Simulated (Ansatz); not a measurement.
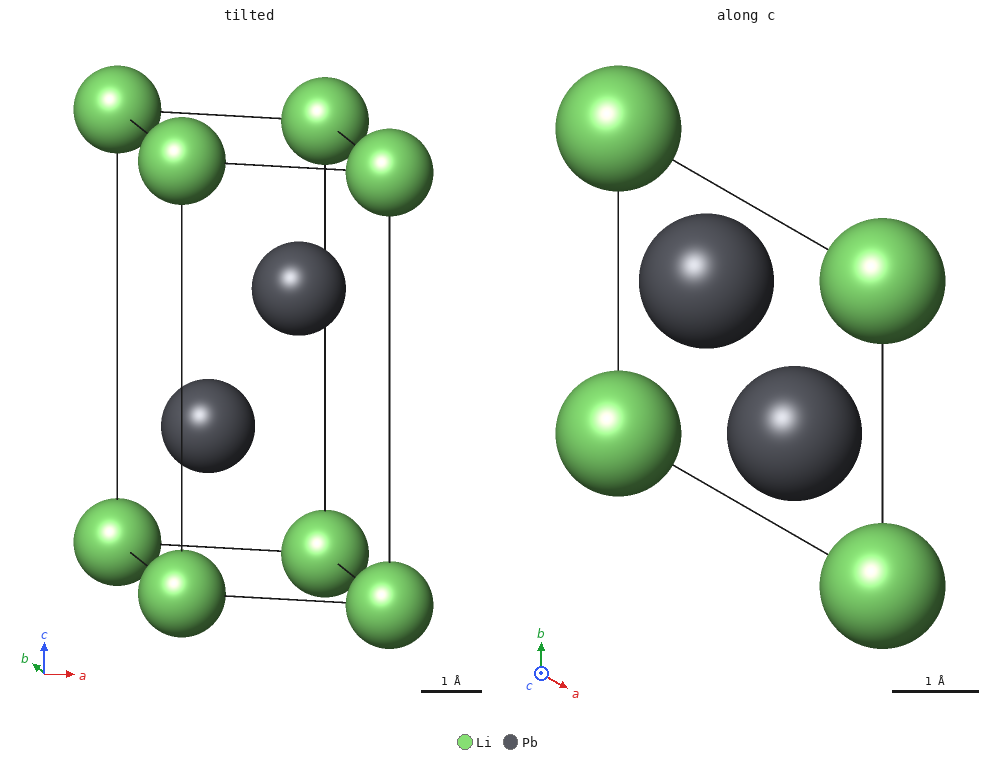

Spheres-only drawing of the structure, looking slightly off an axis and along the c axis. The conventional unit cell is outlined; an atom on or near a face, edge or corner is repeated at each equivalent position.

LiPb₂, space group P-3m1 (No. 164), a = 3.556 Å, b = 3.556 Å, c = 7.483 Å, α = 90.00°, β = 90.00°, γ = 120.00°. The model was built from a structure type filled with these elements by a generator (whether the compound takes this form wasn't checked). Earlier steps of the study may have refined or changed the cell and positions. It was the input of a calculation with Ansatz.

This one geometry was computed with Ansatz (DFT, plane waves, PAW) at three levels of theory: r2SCAN, PBE and PBE with spin-orbit coupling.

How does the band gap change with the level of theory?

Answer. All levels give a metal.

Collect the results in a table.

Answer.
| level | cutoff (eV) | k-mesh of the run's cell | gap (eV) | pressure (GPa) |
| --- | --- | --- | --- | --- |
| r2SCAN | 500 | 18×18×6 | metal | -0.9 |
| PBE | 420 | 18×18×6 | metal | 0.0 |
| PBE with spin-orbit coupling | 420 | 18×18×6 | metal | 0.0 |

Gaps are taken on the k-mesh or band path of each run.
